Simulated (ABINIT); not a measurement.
# Beyond one shot: VBiO4 (Clinobisvanite)

How far does self-consistency move the gap of VBiO4 (Clinobisvanite)?

Calculated with ABINIT 10.8.3; LDA and many-body steps on it, plane waves.

**What was measured.**

- Gap 2.39 eV: optical absorption edge, indirect Tauc analysis, light polarized along [001] (tetragonal axes), parallel to principal axis; transmittance and reflectance spectroscopy, Tauc plot; 300 K; bulk crystal (Czochralski single crystal, (110)-oriented, 360 um thick) (“Role of the ferroelastic strain in the optical absorption of BiVO4”, 2020, arxiv:2004.10183).

- Gap 2.38 eV: optical gap from linear extrapolation of the absorption edge; UV-visible absorption, Tauc-type extrapolation; powder (hydrothermally grown porous microspheres, annealed at 500 C) (“Fabrication and performance enhancement of an In2O3/BiVO4 heterojunction for N-butanol gas sensing applications”, 2024, pmc:11650617).

- Gap 2.27 eV: optical absorption edge, indirect Tauc analysis, light polarized along [-110] (tetragonal axes), perpendicular to principal axis; transmittance and reflectance spectroscopy, Tauc plot; 300 K; bulk crystal (Czochralski single crystal, (110)-oriented, 360 um thick) (“Role of the ferroelastic strain in the optical absorption of BiVO4”, 2020, arxiv:2004.10183).

## 1. Set-up

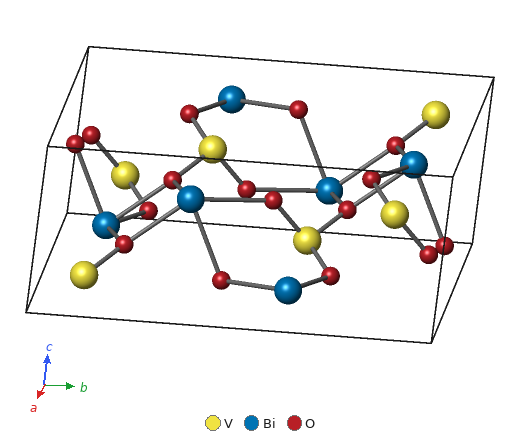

The starting structure, seen slightly off an axis (vanadium yellow, bismuth blue, oxygen red). This picture shows the conventional cell, with its axes. Some periodic images of atoms are drawn too.

The cell and positions come from the Crystallography Open Database and are kept as given unless a step says otherwise. Spin-orbit coupling is left out unless a step names it.

## 2. Empty states on the mesh, 2×2×4 mesh, 157 bands

This step: ABINIT 10.8.3; DFT, LDA, plane waves, norm-conserving pseudopotentials.

The sums over transitions need many empty states on a uniform mesh; this step solves for them.

run.abi

```
acell 3*1.0 Angstrom
rprim 
  3.623583094700 -5.848600000000 -0.000000000000
  3.623583094700 5.848600000000 0.000000000000
  -3.550011012700 0.000000000000 3.647394391800
ntypat 3
znucl 23 83 8
natom 12
typat 1 1 2 2 3 3 3 3 3 3 3 3
xred 
  0.870000000000 0.130000000000 0.750000000000
  0.130000000000 0.870000000000 0.250000000000
  0.366500000000 0.633500000000 0.750000000000
  0.633500000000 0.366500000000 0.250000000000
  0.938300000000 0.354700000000 0.638800000000
  0.645300000000 0.061700000000 0.861200000000
  0.061700000000 0.645300000000 0.361200000000
  0.354700000000 0.938300000000 0.138800000000
  0.811300000000 0.709900000000 0.879600000000
  0.290100000000 0.188700000000 0.620400000000
  0.188700000000 0.290100000000 0.120400000000
  0.709900000000 0.811300000000 0.379600000000
pp_dirpath "pseudos"
pseudos "V.upf, Bi.upf, O.upf"
ecut 42
ngkpt 2 2 4
nshiftk 1
shiftk 0 0 0
kptopt 1
chksymbreak 0
iscf -2
irdden 1
istwfk *1
nband 157
nbdbuf 14
tolwfr 1e-09
nstep 60
prtvol 0
indata_prefix "in"
outdata_prefix "out"
tmpdata_prefix "tmp"
```

Started as:

```bash
OMP_NUM_THREADS=1 mpirun -n 4 abinit run.abi > log
```

Numbers of over 12 decimals in the logs are rounded to 6 here.

What it wrote:

```text
.Version 10.8.3 of ABINIT. v10.8.2 released Aug 2026.

 Symmetries : space group C2/c (# 15); Bravais mC (1-face-center monocl.)
[... echo of the input left out ...]
== DATASET  1 ==================================================================
-   mpi_nproc: 4, omp_nthreads: 1 (-1 if OMP is not activated)

--- !DatasetInfo
iteration_state: {dtset: 1, }
dimensions: {natom: 12, nkpt: 9, mband: 157, nsppol: 1, nspinor: 1, nspden: 1, mpw: 13589, }
cutoff_energies: {ecut:  42.0, pawecutdg:  -1.0, }
[...]
1.30162    1.31670    1.35029    1.35514    1.37101    1.37897    1.39789    1.40262
   1.41787    1.42042    1.42925    1.43573    1.45095    1.46560    1.47544    1.47612
   1.47769    1.50176    1.50448    1.51137    1.54108
 prteigrs : prtvol=0 or 1, do not print more k-points.

== END DATASET(S) ==============================================================
================================================================================

 -outvars: echo values of variables after computation  --------
            nband         157
             nkpt           9
          spgroup          15
 [... the other variables as echoed above ...]

 Calculation completed.
```

The job ended after 5.2 min (4 MPI ranks of Arm Neoverse V1, shared host; peak memory 0.71 GiB; 21 min of CPU time).

Numbers from this step:

```
gap                                                           : 2.325 eV
k of the valence top                                          : 0, 0, 0.25
k of the conduction bottom                                    : 0.5, 0, 0.5
least direct gap                                              : 2.381 eV
k points computed                                             : 9
lowest point of the top converged band, above the valence top : 32.57 eV
```

On this mesh the gap is 2.325 eV.

The density comes from a self-consistent run that is not shown.

## 3. Screening, 2×2×4 mesh, 143 bands, screening to 89.8 eV

The RPA dielectric matrix is built and inverted for each q.

This step: RPA screening on LDA, plane waves, norm-conserving pseudopotentials.

run.abi: that of step 2 with these lines changed.

```diff
@@ -30,10 +30,11 @@
 chksymbreak 0
-iscf -2
-irdden 1
 istwfk *1
-nband 157
-nbdbuf 14
-tolwfr 1e-09
-nstep 60
-prtvol 0
+occopt 1
+irdwfk 1
+optdriver 3
+nband 143
+ecuteps 3.3
+inclvkb 2
+awtr 1
+symchi 1
 indata_prefix "in"
```

What it wrote:

```text
.Version 10.8.3 of ABINIT. v10.8.2 released Aug 2026.

 Symmetries : space group C2/c (# 15); Bravais mC (1-face-center monocl.)
[... echo of the input left out ...]
== DATASET  1 ==================================================================
-   mpi_nproc: 4, omp_nthreads: 1 (-1 if OMP is not activated)

--- !DatasetInfo
iteration_state: {dtset: 1, }
dimensions: {natom: 12, nkpt: 9, mband: 143, nsppol: 1, nspinor: 1, nspden: 1, mpw: 13589, }
cutoff_energies: {ecut:  42.0, pawecutdg:  -1.0, }
electrons: {nelect:   1.20000000E+02, charge:   0.00000000E+00, occopt:   1.00000000E+00, tsmear:   1.00000000E-02, }

 SCREENING: Calculation of the susceptibility and dielectric matrices

 Based on a program developped by R.W. Godby, V. Olevano, G. Onida, and L. Reining.
 Incorporated in ABINIT by V. Olevano, G.-M. Rignanese, and M. Torrent.
.Using double precision arithmetic ; gwpc =  8

[... cell and pseudopotentials left out ...]
--------------------------------------------------------------------------------

 ==== K-mesh for the wavefunctions ====
 Number of points in the irreducible wedge :     9
[... list of points left out ...]
 Together with  4 symmetry operations and time-reversal symmetry
 yields    16 points in the full Brillouin Zone.

 ==== Q-mesh for the screening function ====
 Number of points in the irreducible wedge :     9
[... list of points left out ...]
 Together with  4 symmetry operations and time-reversal symmetry
 yields    16 points in the full Brillouin Zone.

 setmesh: FFT mesh size selected  =    40x   40x   30
          total number of points  =        48000

 vcoul_init : cutoff-mode = AUXILIARY_FUNCTION
 q-points for optical limit:   1
     1)      0.000010    0.000020    0.000030

- screening: taking advantage of time-reversal symmetry
- Maximum band index for partially occupied states nbvw = 60
- Remaining bands to be divided among processors   nbcw = 83
- Number of bands treated by each node ~20

 Number of electrons calculated from density =  120.0000; Expected =  120.0000
 average of density, n =  0.115022
 r_s =    1.2756
 omega_plasma =   32.7150 [eV]

 calculating chi0 at frequencies [eV] :
  1    0.000000E+00    0.000000E+00
  2    0.000000E+00    3.271497E+01

--------------------------------------------------------------------------------
  q-point number  1        q = ( 0.000000, 0.000000, 0.000000) [r.l.u.]
--------------------------------------------------------------------------------
[... chi0 elements left out ...]
 For q-point:  0.000010 0.000020 0.000030
  dielectric constant =   7.3245
  dielectric constant without local fields =   8.4337

  Average fulfillment of the sum rule on Im[epsilon] for q-point    1 :     36.68  [%]
[... wings left out ...]
  q-point number  2        q = ( 0.500000, 0.000000, 0.000000) [r.l.u.]
--------------------------------------------------------------------------------
[... chi0 elements left out ...]
  Average fulfillment of the sum rule on Im[epsilon] for q-point    2 :     42.64  [%]

 [... 7 further q-points ...]
```

It took 5.5 min on 4 MPI ranks; peak memory 4.1 GiB; 22 min of CPU time.

Numbers from this step:

```
ε∞ with local fields, on this mesh, along the program's q direction : 7.324
the same without local fields                                       : 8.434
plasma frequency                                                    : 32.72 eV
plane waves in the screening matrix                                 : 295
```

Local fields lower ε∞ by 13 %. On a Γ-centred mesh this coarse the value itself is usually too large, while a short band sum pulls it down.

## 4. G0W0

The self-energy is evaluated for the states that the input lists, and the levels follow from it, in one-shot runs by the linearised quasiparticle equation.

This step: G0W0 on LDA, plane waves, norm-conserving pseudopotentials.

run.abi: that of step 3 with these lines changed.

```diff
@@ -33,8 +33,21 @@
 irdwfk 1
-optdriver 3
+optdriver 4
 nband 143
+gwcalctyp 0
+ecutsigx 42
+symsigma 1
+nkptgw 4
+kptgw 
+  0.0000000000 0.0000000000 0.2500000000
+  0.5000000000 0.0000000000 0.5000000000
+  0.5000000000 0.0000000000 0.0000000000
+  0.0000000000 0.0000000000 0.0000000000
+bdgw 
+  59 62
+  59 62
+  59 62
+  59 62
 ecuteps 3.3
-inclvkb 2
-awtr 1
-symchi 1
+irdscr 1
+ppmodel 1
 indata_prefix "in"
```

What it wrote:

```text
.Version 10.8.3 of ABINIT. v10.8.2 released Aug 2026.

 Symmetries : space group C2/c (# 15); Bravais mC (1-face-center monocl.)
[... echo of the input left out ...]
== DATASET  1 ==================================================================
-   mpi_nproc: 4, omp_nthreads: 1 (-1 if OMP is not activated)

--- !DatasetInfo
iteration_state: {dtset: 1, }
dimensions: {natom: 12, nkpt: 9, mband: 143, nsppol: 1, nspinor: 1, nspden: 1, mpw: 13589, }
cutoff_energies: {ecut:  42.0, pawecutdg:  -1.0, }
electrons: {nelect:   1.20000000E+02, charge:   0.00000000E+00, occopt:   1.00000000E+00, tsmear:   1.00000000E-02, }

 SIGMA: Calculation of the GW corrections

 Based on a program developped by R.W. Godby, V. Olevano, G. Onida, and L. Reining.
 Incorporated in ABINIT by V. Olevano, G.-M. Rignanese, and M. Torrent.
.Using double precision arithmetic ; gwpc =  8

[... cell and pseudopotentials left out ...]
--------------------------------------------------------------------------------

 ==== K-mesh for the wavefunctions ====
 Number of points in the irreducible wedge :     9
[... list of points left out ...]
 Together with  4 symmetry operations and time-reversal symmetry
 yields    16 points in the full Brillouin Zone.

 ==== Q-mesh for screening function ====
 Number of points in the irreducible wedge :     9
[... list of points left out ...]
 Together with  4 symmetry operations and time-reversal symmetry
 yields    16 points in the full Brillouin Zone.

 vcoul_init : cutoff-mode = AUXILIARY_FUNCTION
 q-points for optical limit:   1
     1)      0.000010    0.000020    0.000030
 setmesh: FFT mesh size selected  =    60x   60x   48
          total number of points  =       172800

 Number of electrons calculated from density =  120.0000; Expected =  120.0000
 average of density, n =  0.115022
 r_s =    1.2756
 omega_plasma =   32.7150 [eV]

 === KS Band Gaps ===
  >>>> For spin  1
   Minimum direct gap =   2.3810 [eV], located at k-point      :   0.5000  0.0000  0.0000
   Fundamental gap    =   2.3245 [eV], Top of valence bands at :   0.0000  0.0000  0.2500
                                       Bottom of conduction at :   0.5000  0.0000  0.5000
 SIGMA fundamental parameters:
 PLASMON POLE MODEL  1
 number of plane-waves for SigmaX                13521
 number of plane-waves for SigmaC and W            295
 number of plane-waves for wavefunctions         13521
 number of bands                                   143
 number of independent spin polarizations            1
 number of spinorial components                      1
 number of k-points in IBZ                           9
 number of q-points in IBZ                           9
 number of symmetry operations                       4
 number of k-points in BZ                           16
 number of q-points in BZ                           16
 number of frequencies for dSigma/dE                 9
 frequency step for dSigma/dE [eV]                0.25
 number of omega for Sigma on real axis              0
 max omega for Sigma on real axis  [eV]           0.00
 zcut for avoiding poles [eV]                     0.10

 EPSILON^-1 parameters (SCR file):
 dimension of the eps^-1 matrix on file            295
 dimension of the eps^-1 matrix used               295
 number of plane-waves for wavefunctions         13521
 number of bands                                   143
 number of q-points in IBZ                           9
 number of frequencies                               2
 number of real frequencies                          1
 number of imag frequencies                          1

 matrix elements of self-energy operator (all in [eV])

 Perturbative Calculation

--- !SelfEnergy_ee
iteration_state: {dtset: 1, }
kpoint     : [   0.000,    0.000,    0.250, ]
spin       : 1
KS_gap     :    2.627
QP_gap     :    3.970
Delta_QP_KS:    1.343
data: !SigmaeeData |
     Band     E0 <VxcDFT>   SigX SigC(E0)      Z dSigC/dE  Sig(E)    E-E0       E
       59   4.879 -19.724 -24.209   5.025   0.766  -0.305 -19.310   0.414   5.293
       60   5.384 -19.614 -22.603   3.797   0.781  -0.281 -18.983   0.631   6.014
       61   8.010 -20.594 -14.004  -4.052   0.778  -0.286 -18.621   1.973   9.984
       62   8.173 -21.252 -14.454  -4.140   0.774  -0.292 -19.194   2.058  10.231

--- !SelfEnergy_ee
iteration_state: {dtset: 1, }
kpoint     : [   0.500,    0.000,    0.500, ]
spin       : 1
KS_gap     :    2.462
QP_gap     :    3.862
Delta_QP_KS:    1.400
data: !SigmaeeData |
     Band     E0 <VxcDFT>   SigX SigC(E0)      Z dSigC/dE  Sig(E)    E-E0       E
       59   4.988 -19.874 -24.006   4.756   0.769  -0.300 -19.394   0.481   5.469
       60   5.246 -19.529 -22.513   3.771   0.783  -0.277 -18.913   0.616   5.861
[...]
--- !SelfEnergy_ee
iteration_state: {dtset: 1, }
kpoint     : [   0.500,    0.000,    0.000, ]
spin       : 1
KS_gap     :    2.381
QP_gap     :    3.775
Delta_QP_KS:    1.394
data: !SigmaeeData |
     Band     E0 <VxcDFT>   SigX SigC(E0)      Z dSigC/dE  Sig(E)    E-E0       E
[...]
--- !SelfEnergy_ee
iteration_state: {dtset: 1, }
kpoint     : [   0.000,    0.000,    0.000, ]
spin       : 1
KS_gap     :    2.965
QP_gap     :    4.539
Delta_QP_KS:    1.573
data: !SigmaeeData |
     Band     E0 <VxcDFT>   SigX SigC(E0)      Z dSigC/dE  Sig(E)    E-E0       E
[...]
60   5.001 -20.090 -24.285   4.827   0.771  -0.298 -19.603   0.487   5.487
       61   7.966 -20.896 -14.115  -4.129   0.777  -0.287 -18.836   2.060  10.026
       62   8.407 -21.599 -14.724  -4.184   0.771  -0.297 -19.524   2.076  10.482

== END DATASET(S) ==============================================================
================================================================================

 -outvars: echo values of variables after computation  --------
           etotal      0.0000000000E+00
            nband         143
             nkpt           9
          spgroup          15
 [... the other variables as echoed above ...]

 Calculation completed.
```

Wall time 43 s (4 MPI ranks); peak memory 4 GiB.

Numbers from this step:

```yaml
g0w0_gap_on_the_mesh: 3.71 eV
starting_gap_on_the_mesh: 2.325 eV
k_of_the_valence_top: 0, 0, 0.25
k_of_the_conduction_bottom: 0.5, 0, 0.5
z_at_the_valence_top: 0.781
z_at_the_conduction_bottom: 0.776
least_direct_g0w0_gap_on_the_computed_points: 3.775 eV
```

The gap on the mesh goes from 2.32 eV to 3.71 eV, a correction of +1.39 eV.

## 5. evGW0, cycle 1

This step: evGW0 on LDA, plane waves, norm-conserving pseudopotentials.

run.abi: that of step 4 with these lines changed.

```diff
@@ -35,16 +35,26 @@
 nband 143
-gwcalctyp 0
+gwcalctyp 10
 ecutsigx 42
 symsigma 1
-nkptgw 4
+nkptgw 9
 kptgw 
+  0.0000000000 0.0000000000 0.0000000000
+  0.5000000000 0.0000000000 0.0000000000
+  0.5000000000 0.5000000000 0.0000000000
   0.0000000000 0.0000000000 0.2500000000
+  0.5000000000 0.0000000000 0.2500000000
+  0.5000000000 0.5000000000 0.2500000000
+  0.0000000000 0.0000000000 0.5000000000
   0.5000000000 0.0000000000 0.5000000000
-  0.5000000000 0.0000000000 0.0000000000
-  0.0000000000 0.0000000000 0.0000000000
+  0.5000000000 0.5000000000 0.5000000000
 bdgw 
-  59 62
-  59 62
-  59 62
-  59 62
+  35 72
+  35 72
+  35 72
+  35 72
+  35 72
+  35 72
+  35 72
+  35 72
+  35 72
 ecuteps 3.3
```

What it wrote:

```text
.Version 10.8.3 of ABINIT. v10.8.2 released Aug 2026.

 Symmetries : space group C2/c (# 15); Bravais mC (1-face-center monocl.)
[... echo of the input left out ...]
== DATASET  1 ==================================================================
-   mpi_nproc: 4, omp_nthreads: 1 (-1 if OMP is not activated)

--- !DatasetInfo
iteration_state: {dtset: 1, }
dimensions: {natom: 12, nkpt: 9, mband: 143, nsppol: 1, nspinor: 1, nspden: 1, mpw: 13589, }
cutoff_energies: {ecut:  42.0, pawecutdg:  -1.0, }
electrons: {nelect:   1.20000000E+02, charge:   0.00000000E+00, occopt:   1.00000000E+00, tsmear:   1.00000000E-02, }

 SIGMA: Calculation of the GW corrections

 Based on a program developped by R.W. Godby, V. Olevano, G. Onida, and L. Reining.
 Incorporated in ABINIT by V. Olevano, G.-M. Rignanese, and M. Torrent.
.Using double precision arithmetic ; gwpc =  8

[... cell and pseudopotentials left out ...]
--------------------------------------------------------------------------------

 ==== K-mesh for the wavefunctions ====
 Number of points in the irreducible wedge :     9
[... list of points left out ...]
 Together with  4 symmetry operations and time-reversal symmetry
 yields    16 points in the full Brillouin Zone.

 ==== Q-mesh for screening function ====
 Number of points in the irreducible wedge :     9
[... list of points left out ...]
 Together with  4 symmetry operations and time-reversal symmetry
 yields    16 points in the full Brillouin Zone.

 vcoul_init : cutoff-mode = AUXILIARY_FUNCTION
 q-points for optical limit:   1
     1)      0.000010    0.000020    0.000030
 setmesh: FFT mesh size selected  =    60x   60x   48
          total number of points  =       172800

 Number of electrons calculated from density =  120.0000; Expected =  120.0000
[...]
spin       : 1
KS_gap     :    2.462
QP_gap     :    3.862
Delta_QP_KS:    1.400
data: !SigmaeeData |
     Band     E_DFT   <VxcDFT>   E(N-1)  <Hhartree>   SigX  SigC[E(N-1)]    Z     dSigC/dE  Sig[E(N)]  DeltaE  E(N)_pert E(N)_diago
[...]
--- !SelfEnergy_ee
iteration_state: {dtset: 1, }
kpoint     : [   0.500,    0.500,    0.500, ]
spin       : 1
KS_gap     :    3.224
QP_gap     :    4.724
Delta_QP_KS:    1.499
data: !SigmaeeData |
     Band     E_DFT   <VxcDFT>   E(N-1)  <Hhartree>   SigX  SigC[E(N-1)]    Z     dSigC/dE  Sig[E(N)]  DeltaE  E(N)_pert E(N)_diago
[...]
71    11.149   -16.889    11.149    28.037   -11.281    -3.296     0.805    -0.242   -15.028     1.861    13.010    13.460
       72    11.149   -16.889    11.149    28.037   -11.281    -3.296     0.805    -0.242   -15.028     1.861    13.010    13.460

 New Fermi energy :        3.031028E-01 Ha ,    8.247847E+00 eV

 === QP Band Gaps ===
  >>>> For spin  1
   Minimum direct gap =   4.1792 [eV], located at k-point      :   0.5000  0.0000  0.0000
   Fundamental gap    =   4.1130 [eV], Top of valence bands at :   0.0000  0.0000  0.2500
                                       Bottom of conduction at :   0.5000  0.0000  0.5000

 writing QP data on file : out_QPS

 Convergence of QP corrections
 >>>>> For spin  1 <<<<<
.  kptgw no:  1; Maximum DeltaE = (   0.000   0.000) for band index: 29
.  kptgw no:  2; Maximum DeltaE = (   2.095   0.000) for band index: 29
.  kptgw no:  3; Maximum DeltaE = (   0.073   0.020) for band index: 36
[...]
.  kptgw no:  8; Maximum DeltaE = (   1.975  -0.000) for band index: 30
.  kptgw no:  9; Maximum DeltaE = (   0.063   0.006) for band index: 35

== END DATASET(S) ==============================================================
================================================================================

 -outvars: echo values of variables after computation  --------
           etotal      0.0000000000E+00
            nband         143
             nkpt           9
          spgroup          15
 [... the other variables as echoed above ...]

 Calculation completed.
```

Elapsed: 13 min, on 4 MPI ranks; peak memory 11 GiB; 51 min of CPU time.

This step gave:

```yaml
quasiparticle_gap_on_the_mesh: 4.113 eV
gap_of_the_density_functional_on_the_mesh: 2.325 eV
k_of_the_valence_top: 0, 0, 0.25
k_of_the_conduction_bottom: 0.5, 0, 0.5
z_at_the_valence_top: 0.781
z_at_the_conduction_bottom: 0.776
least_direct_quasiparticle_gap_on_the_computed_points: 4.179 eV
```

Against G0W0 in ABINIT (2×2×4 mesh, 143 bands, screening to 89.8 eV, Godby-Needs plasmon pole), the gap moves by +0.403 eV. This first cycle still uses the starting levels; it takes the full correction, at all points of the mesh, and its linearised value is 3.710 eV.

(Continued in part 2 of 3.)

[Paths, hosts, dates, memory and timing lines, banners, echoed tables and standing remarks are left out of the program output.]

[Logs are printed without paths, hosts, clocks, repeated set-up lines and the standing remarks that a program may print on its own settings, such as how far it seeks lower states.]

[Runs of the session that timed out or met a known fault of the program may be left out.]

[Hosts, paths, dates, database ids (printed as entryN), source tags and the programs' standing remarks are cut or masked in the printed files.]

[G0W0 gaps are taken among the corrected bands and points alone; a level outside them can change the order at an edge.]

[Where Ansatz stands beside ABINIT at settings called matched, ABINIT's density can come from a denser mesh and the files from another edition; pairs whose starting gaps differed by over 0.03 eV were left out, so agreement reads better than it is.]
